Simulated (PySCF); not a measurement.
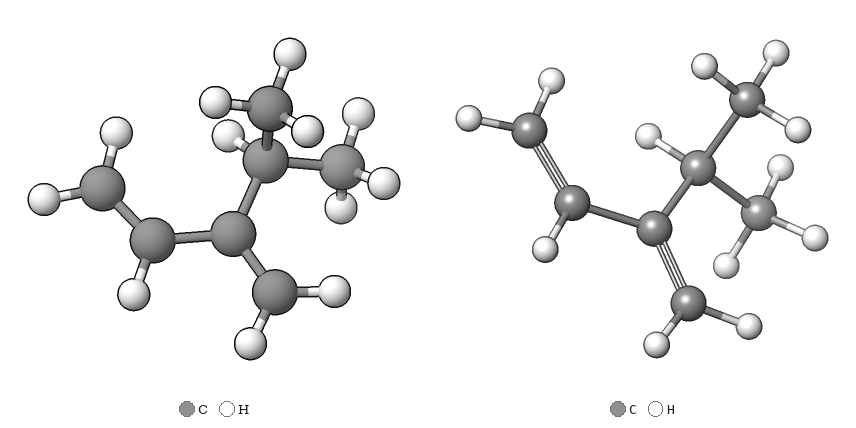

The same structure drawn twice, from different directions.

The geometry was computed by an optimisation with GFN2-xTB. No frequency run is at hand to confirm it as a minimum.

Question: Which formula does it have?

Answer: C₇H₁₂, 19 atoms: 7 carbon and 12 hydrogen.

Question: Which point group does it belong to?

Answer: C1.

Question: What is its SMILES?

Answer: C=CC(=C)C(C)C

Question: Does it have rings?

Answer: It has no ring.

The parts below concern this one geometry. Atoms keep their numbers from picture to picture.

NMR shielding

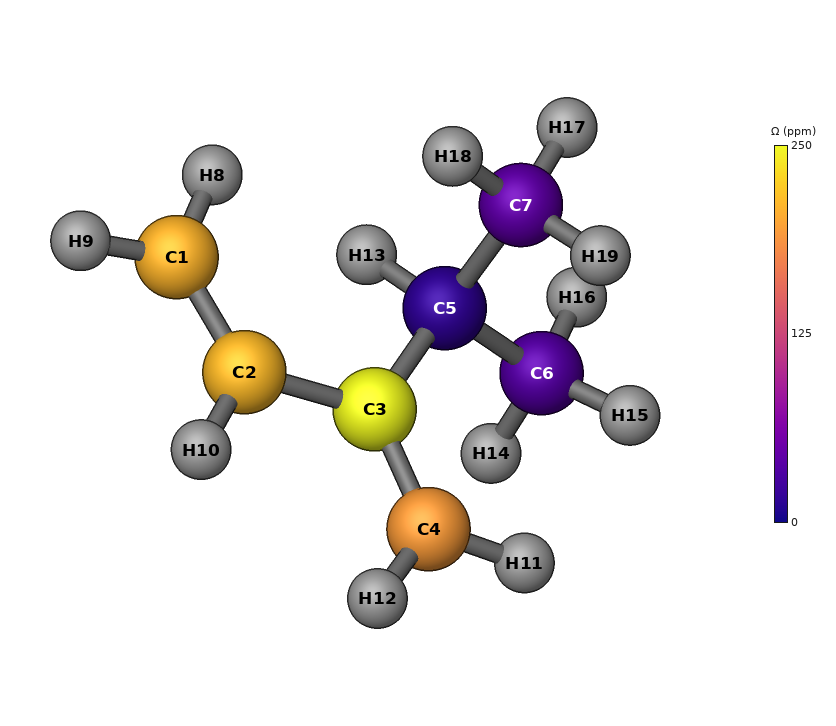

The C atoms are coloured by the span of their shielding tensor. No frequency run is at hand to confirm it as a minimum. Properties computed with GIAO PBE0/pcSseg-1 NMR shielding, non-relativistic, gas phase (PySCF 2.14.0). Principal shieldings σ11 ≤ σ22 ≤ σ33, span Ω = σ33 − σ11, skew κ = 3(σiso − σ22)/Ω.

Question: Which C atom has the most anisotropic shielding?

Answer: C3, with a span of 250 ppm.

Give the shielding tensors of the C atoms.

| atom | σ11 | σ22 | σ33 | σiso | Ω | κ |
| --- | --- | --- | --- | --- | --- | --- |
| C1 | −37.4 | 71.8 | 172.0 | 68.8 | 209.4 | −0.04 |
| C2 | −72.8 | 50.5 | 140.2 | 39.3 | 213.0 | −0.16 |
| C3 | −92.1 | 9.2 | 157.7 | 25.0 | 249.8 | 0.19 |
| C4 | −34.1 | 72.3 | 158.5 | 65.6 | 192.6 | −0.11 |
| C5 | 145.5 | 160.7 | 161.7 | 156.0 | 16.2 | −0.87 |
| C6 | 148.2 | 158.2 | 185.8 | 164.1 | 37.6 | 0.47 |
| C7 | 142.8 | 151.1 | 186.6 | 160.2 | 43.8 | 0.62 |

Shieldings and span in ppm.

Electronic properties

No frequency run is at hand to confirm it as a minimum. Properties computed with PBE0/pcSseg-1, gas phase (PySCF 2.14.0).

Question: Give the HOMO energy (Kohn–Sham orbital) at this level.

Answer: −6.69 eV.

Question: Estimate the dipole moment.

Answer: 0.29 D.

Question: What is the HOMO–LUMO gap?

Answer: 5.97 eV.

Charges

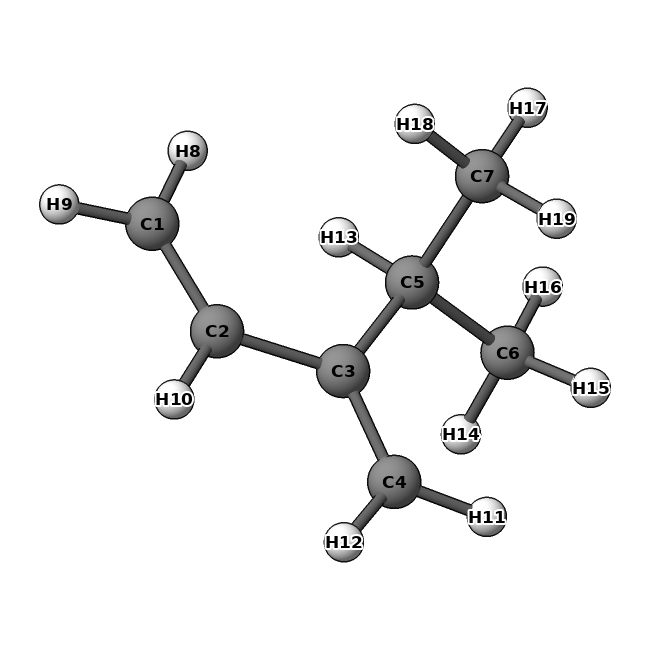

The questions are on ESP-fitted charges. No frequency run is at hand to confirm it as a minimum. Method: PBE0/pcSseg-1, gas phase (PySCF 2.14.0).

Question: Which atom carries the highest charge (most positive or least negative)?

Answer: C5 (0.53 e).

Question: And the lowest?

Answer: C6 (−0.59 e).

Give the ESP-fitted charges atom by atom.

| atom | value (e) |
| --- | --- |
| C1 | −0.48 |
| C2 | −0.11 |
| C3 | −0.02 |
| C4 | −0.48 |
| C5 | 0.53 |
| C6 | −0.59 |
| C7 | −0.54 |
| H8 | 0.19 |
| H9 | 0.19 |
| H10 | 0.15 |
| H11 | 0.19 |
| H12 | 0.18 |
| H13 | −0.03 |
| H14 | 0.13 |
| H15 | 0.15 |
| H16 | 0.14 |
| H17 | 0.12 |
| H18 | 0.14 |
| H19 | 0.14 |
